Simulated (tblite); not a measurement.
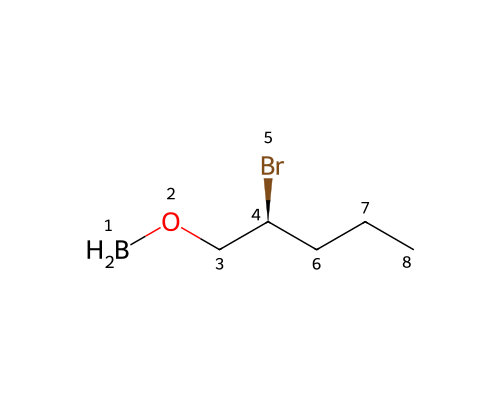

A structural formula, with wedges where it has stereocentres; small numbers name the atoms. The configuration is that of a computed structure (GFN2-xTB).

Question: Give the R/S and E/Z labels.

Answer: C4: S.
